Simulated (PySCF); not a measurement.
C$_{6}$H$_{5}$N$_{2}$O (doublet)

```yaml
atoms:
  - { symbol: N, position_ang: [-1.9640, -2.0867, 1.2950] }
  - { symbol: C, position_ang: [-1.7581, -1.2327, 0.5391] }
  - { symbol: C, position_ang: [-1.4911, -0.2402, -0.3648] }
  - { symbol: C, position_ang: [-0.1357, 0.3269, -0.5215] }
  - { symbol: C, position_ang: [-0.2073, 1.4067, 0.5716] }
  - { symbol: O, position_ang: [-0.5640, 2.5285, 0.3808] }
  - { symbol: C, position_ang: [0.9961, -0.6713, -0.2534] }
  - { symbol: C, position_ang: [2.2771, -0.0072, -0.2663] }
  - { symbol: N, position_ang: [3.2841, 0.5308, -0.2826] }
  - { symbol: H, position_ang: [-2.3163, 0.2138, -0.8907] }
  - { symbol: H, position_ang: [-0.0208, 0.8194, -1.4909] }
  - { symbol: H, position_ang: [0.0463, 1.0153, 1.5713] }
  - { symbol: H, position_ang: [0.9957, -1.4455, -1.0267] }
  - { symbol: H, position_ang: [0.8572, -1.1581, 0.7169] }
```

Geometry: GFN2-xTB.

Level of theory: UKS B3LYP, pcH-1 on C H N O, non-relativistic, mean-field spin-orbit, GIAO in PySCF 2.14.0, density-fitted response routines.

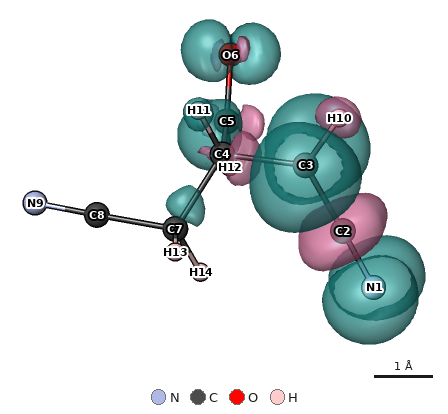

Figure 1. Isosurfaces of the spin density at +0.015 (teal) and −0.015 e/Å³ (pink), seen at an oblique angle.

**Which atoms carry the spin?**

The unpaired spin (1 electron) lies mostly on C3 (about 0.5) and N1 (about 0.3), in electrons by Hirshfeld's partition.

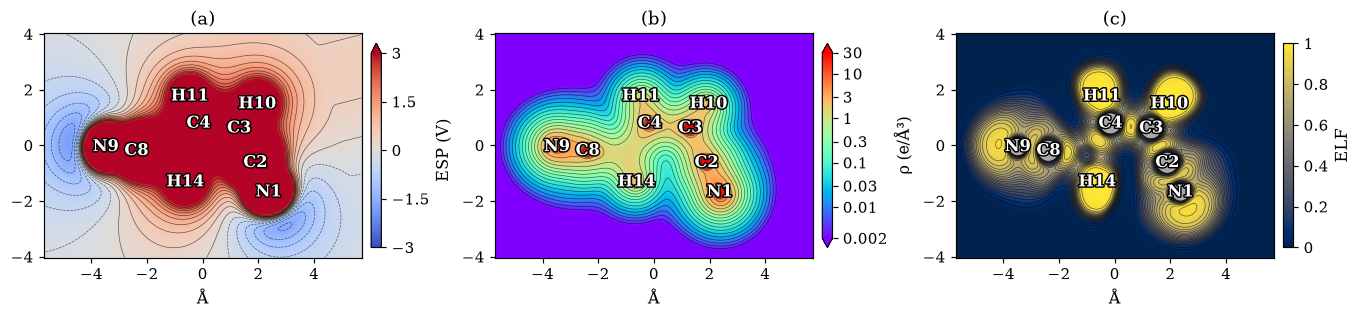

Figure 2. (a) molecular electrostatic potential; (b) electron density; (c) electron localisation function on the plane of atoms C2, C3 and H10. Grey discs cover the atomic cores in the ELF map.

**Describe what can be read from this map.**

- The section cuts through N, C and H sites.
- C–N (1.14 Å): the density is about 3.6 e/Å³ at the midpoint; the ELF peaks at about 0.85 between the atoms; a short, multiple covalent bond.
- C–C (1.37 Å): the density is about 2.1 e/Å³ at the midpoint; the ELF peaks at about 0.95 between the atoms, as expected for a covalent bond.
- C–H (1.08 Å): ρ is about 2.1 e/Å³ halfway; the ELF climbs to about 1 towards the hydrogen, as it does in any bond to H (a covalent bond by its length).
- The ELF also peaks beside N1 and N9, away from the bonds: non-bonding electrons, paired or unpaired.
- Outside the dense part of the molecule the potential is most negative (−1.8 V) near N9.

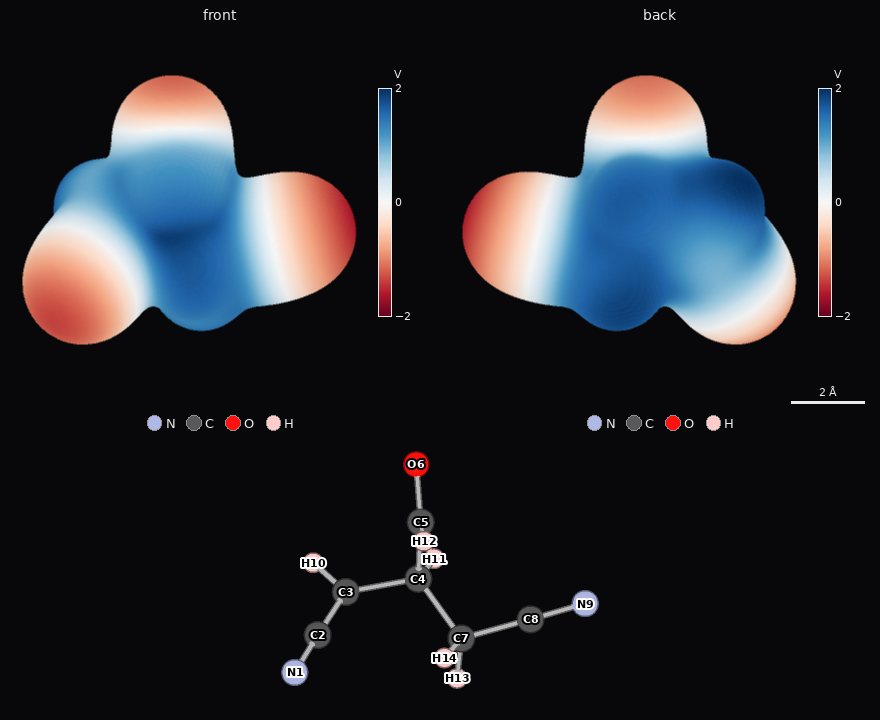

Figure 3. The electrostatic potential painted on the density surface at 0.002 e/bohr³, seen from the front and from behind; the colour scale runs from red (negative) to blue (positive). The bare structure is drawn below in the same view.

**Where is the surface potential most negative and most positive?**

The most negative region (about −1.6 V) lies over N9, the most positive (about +1.9 V) over H10. N9 is the likeliest acceptor of a hydrogen bond.
